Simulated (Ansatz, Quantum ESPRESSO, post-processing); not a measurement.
# Cu chain with one atom pushed 0.5 Å aside at constant bond length: ballistic transmission, part 4 of 4

How well does the junction conduct in the ballistic limit? It is: Cu chain with one atom pushed 0.5 Å aside at constant bond length.

Quantum ESPRESSO 7.5; plane-wave DFT, PBE, GBRV ultrasoft pseudopotentials; cross-check by Ansatz 0.2.0 with PAW datasets.

So far. Step 2 (SCF with pw.x): The run needed 22 iterations to bring the estimated error under 1e-07 Ry; the largest force on any atom, held or free, is 0.31 eV/Å. Step 3 (The open system): At no point does T exceed the number of channels.

## 5. The same in Ansatz

As a check, the same structure is run in Ansatz.

Level of this step: plane-wave DFT, PBE, Ansatz PAW (Ansatz 0.2.0).

Input file input.yaml:

```yaml
crystal:
  lattice:
    - [7.5, 0.0, 0.0]
    - [0.0, 7.5, 0.0]
    - [0.0, 0.0, 25.1899888641]
  atoms:
    - { symbol: Cu, position: [0.5, 0.5, 0.0] }
    - { symbol: Cu, position: [0.5, 0.5, 0.0913061142] }
    - { symbol: Cu, position: [0.5, 0.5, 0.1826122284] }
    - { symbol: Cu, position: [0.5, 0.5, 0.2739183426] }
    - { symbol: Cu, position: [0.5, 0.5, 0.3652244568] }
    - { symbol: Cu, position: [0.566666667, 0.5, 0.4543469429] }
    - { symbol: Cu, position: [0.5, 0.5, 0.543469429] }
    - { symbol: Cu, position: [0.5, 0.5, 0.6347755432] }
    - { symbol: Cu, position: [0.5, 0.5, 0.7260816574] }
    - { symbol: Cu, position: [0.5, 0.5, 0.8173877716] }
    - { symbol: Cu, position: [0.5, 0.5, 0.9086938858] }
kpoints:
  mp_grid: { grid: [1, 1, 4] }
hamiltonian:
  xc: pbe
scf:
  occupations: { method: fermi_dirac, width: 0.1 }
  convergence: { dr2_threshold: 1.0e-08 }
output:
  transmission:
    leads: [[0, 1]]
    e_range: [-2.0, 2.0]
    de: 0.05
    kmesh: [1, 1]
    reduced_basis: true
  write_potential: true
  write_density: true
  volumetric_format: npy
  elf: true
```

Run with:

```console
ansatz run input.yaml --threads 4 --pin off --max-ram 8192MiB --backend cpu --events-out ev --progress --plain --runs-dir out
```

Numbers of over 12 decimals in the logs are rounded to 6 here.

The log of the run:

```text
Engine: ansatz 0.2.0, aarch64-unknown-linux-gnu
Pseudopotentials: kind: paw
Pseudopotential: Cu, paw, valence charge 19, recommended cutoff 420 eV (normal), Cu.paw.azcp
Functional definition: PBE
  parameter kappa = 0.804
  parameter beta = 0.066725
  exchange = pbe_x(kappa = kappa, mu = beta*pi^2/3)
  correlation = pbe_c(beta = beta)
Crystal: 11 atoms, lattice volume = 1416.937 Å³
Basis set: ecut = 420 eV, 27765 PW (Γ)
Bands: 126, of which v1, the nominal top of the filled ones, is band 105 counted from 1 (104 counted from 0)
Symmetry: 4 space group operations
Space group: Pmm2 (ITA 25), of the structure as read, at distance tolerance 1.1e-4 Å
k-points: 3 of 4
Non-local potential: Cu, projectors of the file, l = 0: 3, l = 1: 2, l = 2: 3, l = 3: 1
PAW form: soft (Blöchl's): semilocal exchange-correlation on the pseudo side does not see the compensation charge
PAW one-centre angular grid: Cu, 590 points (default); XC on 64 Gauss nodes
Initial density: superposition of atomic densities (neutral atoms: chi_scale 0, normalization atom), corrected by the library's trained network
Initial wavefunctions: pseudopotential atomic-orbital guess
Functional: x = pbe(κ = 0.804, μ = 0.219515), c = pbe(β = 0.066725)
SCF iter   1: F=—  HF=-72855.327159 eV  |F-HF|=—  |Δ(HF+E_count)|=         —  Δρ=1.17e-3  dr2=1.81e-2  ethr=1.77e-3  ⟨swp⟩=9.7  Hψ=1651  notcnv=0  defer=5
preconditioner: auto → LDOS  [metal: Δε(μ)=0.021 eV  Ē_g=4.813 eV  σ=0.100 eV  W_gap=0.05  n_scr=202 (ndim 8)  ℏωp=10.9 eV  f_vac=0.750  D(μ)=12.88/eV (n_scr^D=50)  β→1.0]
SCF iter   2: F=—  HF=-72855.369767 eV  |F-HF|=—  |Δ(HF+E_count)|=   4.26e-2  Δρ=3.99e-4  dr2=1.94e-3  ethr=8.65e-6  ⟨swp⟩=2.0  Hψ=645  notcnv=0  defer=32
SCF iter   3: F=—  HF=-72855.370773 eV  |F-HF|=—  |Δ(HF+E_count)|=   1.01e-3  Δρ=7.17e-4  dr2=4.58e-3  ethr=9.28e-7  ⟨swp⟩=2.0  Hψ=660  notcnv=0  defer=32  recentre
SCF iter   4: F=—  HF=-72855.369988 eV  |F-HF|=—  |Δ(HF+E_count)|=   7.85e-4  Δρ=2.35e-4  dr2=4.42e-4  ethr=9.28e-7  ⟨swp⟩=2.0  Hψ=660  notcnv=0  defer=32
SCF iter   5: F=—  HF=-72855.369971 eV  |F-HF|=—  |Δ(HF+E_count)|=   1.62e-5  Δρ=8.55e-5  dr2=8.49e-5  ethr=2.11e-7  ⟨swp⟩=2.0  Hψ=520  notcnv=0  defer=32
SCF iter   6: F=—  HF=-72855.369951 eV  |F-HF|=—  |Δ(HF+E_count)|=   2.04e-5  Δρ=4.67e-5  dr2=2.76e-5  ethr=4.06e-8  ⟨swp⟩=2.0  Hψ=517  notcnv=0  defer=32
SCF iter   7: F=—  HF=-72855.369978 eV  |F-HF|=—  |Δ(HF+E_count)|=   2.73e-5  Δρ=3.87e-5  dr2=1.73e-5  ethr=1.32e-8  ⟨swp⟩=2.0  Hψ=468  notcnv=0  defer=32
SCF iter   8: F=—  HF=-72855.369423 eV  |F-HF|=—  |Δ(HF+E_count)|=   5.55e-4  Δρ=1.57e-5  dr2=3.62e-6  ethr=8.27e-9  ⟨swp⟩=1.0  Hψ=344  notcnv=0  defer=32
SCF iter   9: F=—  HF=-72855.369423 eV  |F-HF|=—  |Δ(HF+E_count)|=   2.08e-7  Δρ=8.55e-6  dr2=8.00e-7  ethr=1.73e-9  ⟨swp⟩=2.0  Hψ=482  notcnv=0  defer=32
SCF iter  10: F=—  HF=-72855.369423 eV  |F-HF|=—  |Δ(HF+E_count)|=   4.72e-7  Δρ=5.48e-6  dr2=3.80e-7  ethr=3.83e-10  ⟨swp⟩=2.0  Hψ=522  notcnv=0  defer=32
SCF iter  11: F=—  HF=-72855.369424 eV  |F-HF|=—  |Δ(HF+E_count)|=   4.19e-8  Δρ=2.33e-6  dr2=8.37e-8  ethr=1.82e-10  ⟨swp⟩=2.0  Hψ=461  notcnv=0  defer=32
SCF iter  12: F=—  HF=-72855.369424 eV  |F-HF|=—  |Δ(HF+E_count)|=   1.34e-9  Δρ=9.98e-7  dr2=1.75e-8  ethr=4.01e-11  ⟨swp⟩=2.0  Hψ=513  notcnv=0  defer=32
SCF iter  13: F=-72855.369423 eV  HF=-72855.369424 eV  |F-HF|=7.10e-9  |Δ(HF+E_count)|=  2.62e-10  Δρ=7.87e-7  dr2=8.62e-9  ethr=4.78e-12  ⟨swp⟩=10.3  Hψ=1304  notcnv=0
SCF 1 converged in 13 iterations: F = -72855.369423 eV  dr2 = 8.62e-9
  greatest PAW one-centre occupation: 1.000 electrons in one spin orbital (limit 2), on the Cu atom at site 8 (counted from 0), in its partial waves of l = 0
transmission: 32 of 192 steps passed
transmission: 64 of 192 steps passed
[...]
transmission: 192 of 192 steps passed
WARN: The output density's exchange-correlation potential varies sharply where the density is thin. Do not read a vacuum level from v_tot or v_xc, or from such a field of the output density. On a cell that repeats whose density bears no net charge and no dipole along the vacuum's axis use v_es (v_loc + v_h of the components); under efield.dipole_correction with no amplitude use v_es + v_field, which holds any externa [...]
SCF converged after 13 iterations
Free energy (F): -72855.369423 eV
Harris-Foulkes:  -72855.369424 eV  (|F-HF|=7.10e-9)
Internal energy: -72854.879997 eV  (E = F + TS)
E sigma→0 (E₀):  -72855.124710 eV
Entropy (-TS):   -0.489426 eV (-44.493 meV/atom)
Fermi energy:    -3.212912 eV
--- Per-component energies (eV) ---
  E_band       = -7733.020144
  E_kinetic    = 3298.874856
  E_local      = -101177.591463  (includes V_loc(G=0)·N_el)
  E_nonlocal   = 4403.303398
  E_hartree    = 46062.821703
  E_xc         = -945.441207
  E_vxc        = -1215.727148  (∫ρ·V_xc dr)
  E_paw        = -18397.927461  (= ΣΔE_a)
  E_vpaw       = -5167.518500  (= ΣTr[D̂ρ^β])
  E_aug_tail   = 0.003016  (compensation charges beyond the density's cutoff)
  E_ewald      = -6098.922840
  E_smearing   = -0.489426  (= −TS)
  E_closure    = 0.000000  (closes the sum)
  Σ components = -72855.369423   (vs F -72855.369423, Δ=0.00e0)
--- Band table (eV) ---
  k-point 0: bands = [... 101 lower, -3.4821, -3.4309, -3.4055, -3.2196, -3.2009, -1.6992, -1.6460, -0.1721, ... 17 higher]
  k-point 1: bands = [... 101 lower, -3.4679, -3.4618, -3.4180, -3.4169, -2.9093, -2.1302, -1.1867, -0.2365, ... 17 higher]
  k-point 2: bands = [... 101 lower, -3.4815, -3.4615, -3.4490, -3.4273, -2.5632, -2.5289, -0.7303, -0.6451, ... 17 higher]
--- Transmission ---
  basis      : 497 plane waves across, 32 finite elements along
  points     : 1, standing for a mesh of 1 x 1
  energies   : 81 from -2.000000 to 2.000000 eV about the Fermi level, 0.050000 eV apart; the leads are filled to 0.000000 eV, and channels, transmission and decay are at 0.000000 eV
  crystal 0  : Cu1, at the sites [0, 1], period 2.3000 Å, over 23.00 Å; its Hamiltonian steps by up to 2.0 meV
    offset         : up to 0.0000 Å between an atom of the period and one for which it stands
    channels       : 1.000000e0 a spin
    conductance    : none, the energies end too early or step too widely for 300 K: set another output.transmission.e_range or a lower de, or, where they end at an eighth of basis.ecutwfc, a higher one
  junction   : crystal 0 to crystal 0, -0.45 to 22.44 Å
    transmission   : 9.970566e-1 a spin
    error estimate : 1.264874e-6 a spin from the reduction of the transverse basis, at the most 2.673258e-4 at -0.950000 eV
    conductance    : none, the energies end too early or step too widely for 300 K: set another output.transmission.e_range or a lower de, or, where they end at an eighth of basis.ecutwfc, a higher one
```

It took 56 s on 4 threads of Arm Neoverse V2, shared host; peak memory 2.2 GiB; 3.4 min of CPU time.

This step gave:

```
free energy                                  : -72855.3694 eV
energy at zero smearing                      : -72855.1247 eV
smearing term TS                             : 0.4894 eV
Fermi energy                                 : -3.213 eV
symmetry operations                          : 4
transmission at the Fermi level, one spin    : 0.9971
step of the lead's Hamiltonian over a period : 2 meV
```

Per spin. Transmission against energy, zero at the Fermi level:

```
energy (eV)  transmission
    -2.0000         0.990
    -1.7500          2.24
    -1.5000          2.85
    -1.2500          2.91
    -1.0000          3.96
    -0.8000          5.85
    -0.7500          5.58
    -0.5000          3.74
    -0.2500          2.98
     0.0000         0.997
     0.2500         0.997
     0.5000         0.996
     0.7500         0.995
     1.0000         0.994
     1.2500         0.993
     1.5000         0.992
     1.7500         0.991
     2.0000         0.989
```

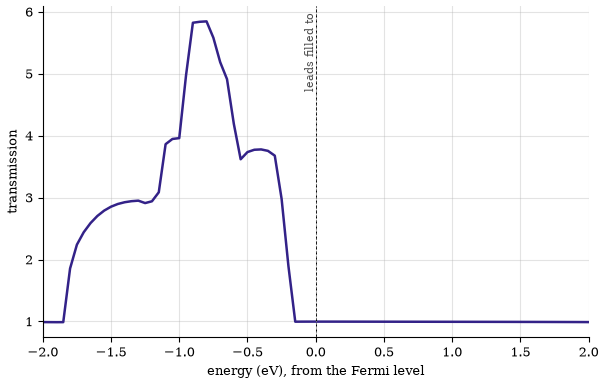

Transmission against energy.

Per spin. Table of open channels by energy, zero at the Fermi level:

```
energy (eV)  open channels
    -2.0000              1
    -1.7500              3
    -1.5000              3
    -1.2500              3
    -1.0000              4
    -0.7500              6
    -0.5000              4
    -0.2500              4
     0.0000              1
     0.2500              1
     0.5000              1
     0.7500              1
     1.0000              1
     1.2500              1
     1.5000              1
     1.7500              1
     2.0000              1
```

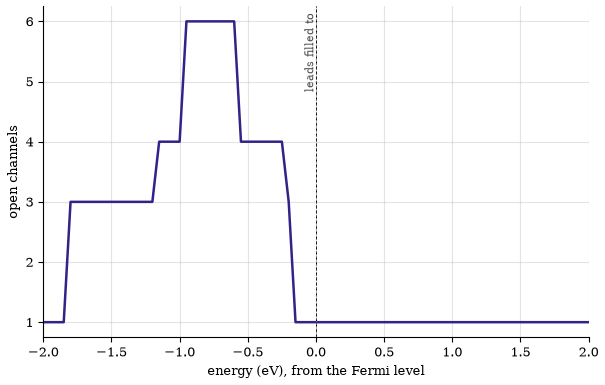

Open channels against energy.

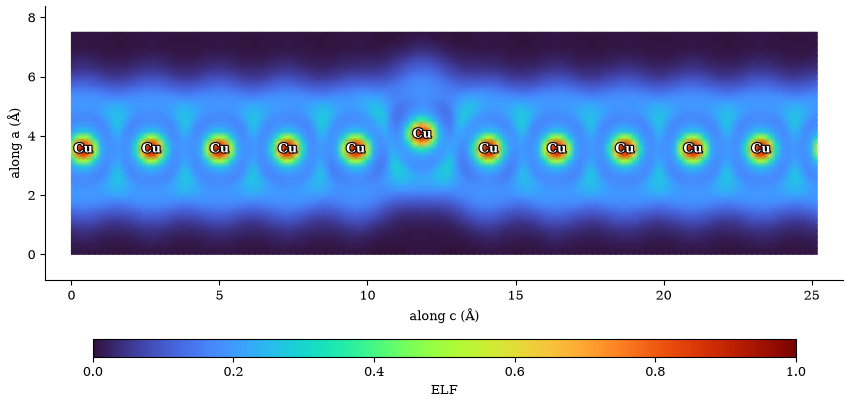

ELF in the ca plane at fractional y = 0.500, with atoms of Cu within 0.2 Å of it. It is the smooth field of the valence electrons, not physical close to the nuclei.

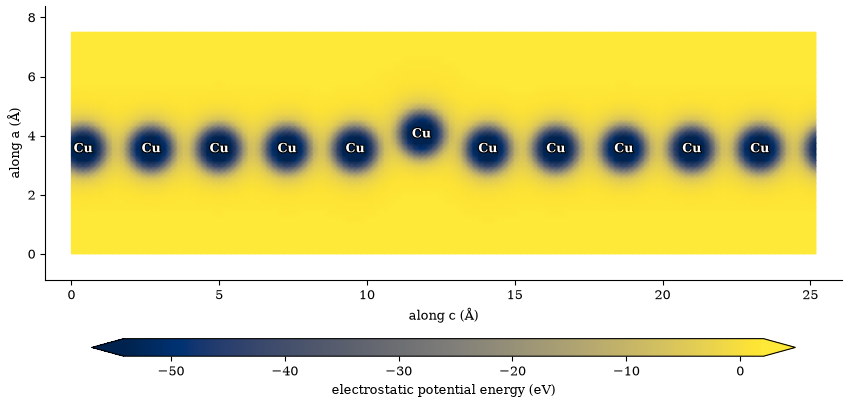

Electrostatic potential energy in the ca plane at fractional y = 0.500, with atoms of Cu within 0.2 Å of it. With pseudopotentials it is smooth inside the atoms' cores, unlike the true potential.

Ansatz finds T = 0.997 against pwcond's 0.996.

## 6. All levels side by side

All levels:

```
                   step  T at the Fermi level (per spin)  conductance (G0)  r.m.s. T(E) from the first  CPU time of the step (s)  peak memory (GiB)
                 Ansatz                           0.9971                 -                           0                     206.2              2.158
                 pwcond                           0.9955            0.9955                      0.6127                     683.5               0.46
pwcond, changed setting                           0.9955            0.9955                      0.7366                     210.6               0.39
```

Per spin. Transmission against energy, zero at the Fermi level:

```
energy (eV)  Ansatz  pwcond  pwcond, changed setting
      -2.00   0.990   0.995                    0.995
      -1.80    1.85   0.991                    0.991
      -1.50    2.85    2.55                     2.54
      -1.30    2.95    2.90                     2.89
      -1.10    3.86    2.94                     2.95
      -0.80    5.85    5.35                     4.61
      -0.60    4.19    5.16                     5.45
      -0.40    3.78    3.63                     3.48
      -0.10   0.997    2.03                     3.34
       0.00   0.997   0.996                    0.996
       0.10   0.997   0.996                    0.996
       0.40   0.996   0.995                    0.995
       0.60   0.995   0.995                    0.995
       0.80   0.995   0.994                    0.994
       1.10   0.994   0.994                    0.994
       1.30   0.993   0.993                    0.993
       1.50   0.992   0.992                    0.992
       1.80   0.991   0.991                    0.991
       2.00   0.989   0.989                    0.989
```

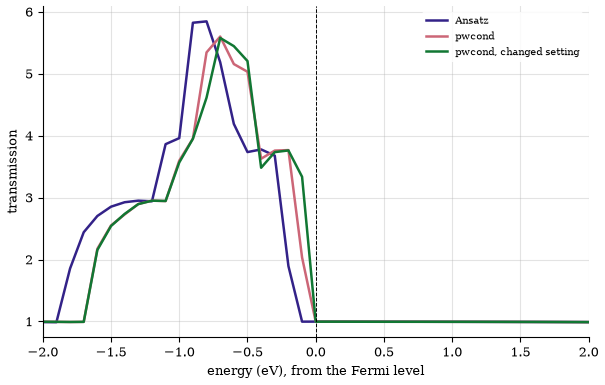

Transmission against energy.

## 7. The arithmetic

G = 0.996 × 77.48 µS = 77.1 µS a cell, a resistance of 13.0 kΩ.

## 8. Summary of results

```
conductance from T at the Fermi level, a cell (G₀ = 2e²/h) : 0.996 G₀
lead channels per spin                                     : 1.00
the same conductance by Ansatz                             : 0.997 G₀
```

What this shows: The junction conducts 0.996 G₀ a cell at the Fermi level (PBE, GBRV ultrasoft). At the Fermi level the junction passes 100 % of what the leads offer, nearly all. At the Fermi level pwcond and Ansatz differ by 0.15 %, a close match. Away from the Fermi level the two curves part, by 0.61 in r.m.s. Over -2 to 2 eV, T lies between 0.99 and 5.6 per spin. The geometry is as built, not relaxed, and the leads are short.

[Logs are printed without paths, hosts, clocks, repeated set-up lines and the standing remarks that a program may print on its own settings, such as how far it seeks lower states.]

[Hosts, paths, dates, database ids (printed as entryN), source tags and the programs' standing remarks are cut or masked in the printed files.]

[Maps of the electrostatic potential energy from Ansatz leave out the sawtooth potential of an applied field or a dipole correction, so their vacuum need not be flat; planar profiles and work functions include it.]
